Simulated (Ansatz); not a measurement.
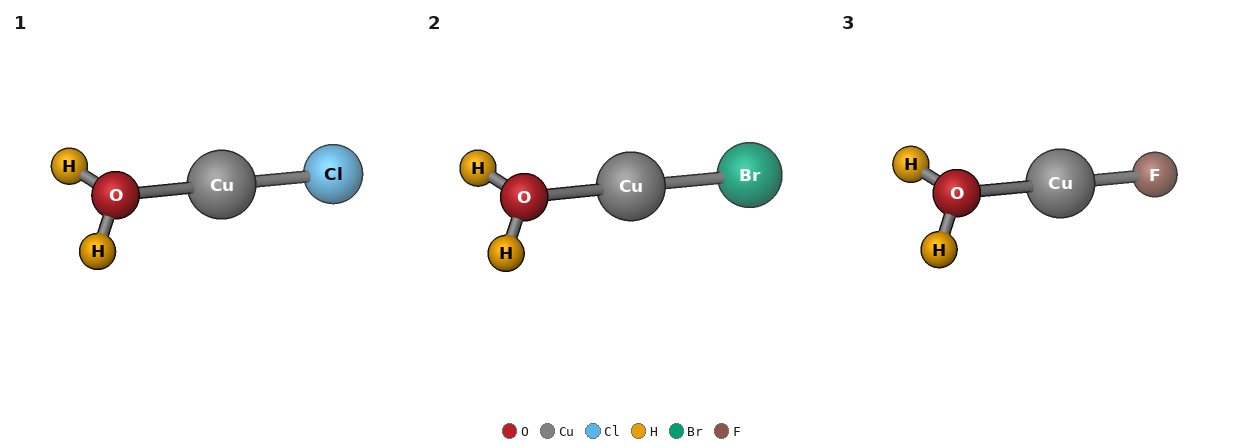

3 molecules with one skeleton, seen from the same side and at one scale. Each species is neutral and a spin singlet. Computed geometries: PBE0-D4/def2-TZVP optimisations, one conformation each. Properties computed with Ansatz 0.2.0.

One atom differs, called X below: Cl in panel 1, Br in panel 2, F in panel 3. Their formulas are ClCuH2O (`[OH2+][Cu-][Cl]`), BrCuH2O (`[OH2+][Cu-][Br]`), CuFH2O (`[OH2+][Cu-][F]`).

### Rank them by the dipole moment, lowest first (PBE0-D4/def2-TZVP).

3 (F), 1 (Cl), 2 (Br).

### Rank them by the length of X–Cu, lowest first (PBE0-D4/def2-TZVP).

3 (F), 1 (Cl), 2 (Br).

Give the values. With PBE0-D4/def2-TZVP: length of X–Cu (Å), angle O–Cu–X (°), dipole moment (D), harmonic zero-point energy (kJ/mol). With PBE-D4/def2-TZVPP: HOMO energy (Kohn–Sham orbital) (eV), HOMO–LUMO gap (eV).

| quantity | 1 (Cl) | 2 (Br) | 3 (F) |
| --- | --- | --- | --- |
| length of X–Cu (Å) | 2.072 | 2.204 | 1.755 |
| angle O–Cu–X (°) | 179.4 | 179.2 | 180.0 |
| dipole moment (D) | 8.50 | 8.56 | 8.24 |
| harmonic zero-point energy (kJ/mol) | 67.9 | 67.0 | 70.0 |
| HOMO energy (Kohn–Sham orbital) (eV) | −5.15 | −5.14 | −5.05 |
| HOMO–LUMO gap (eV) | 2.94 | 2.89 | 2.88 |
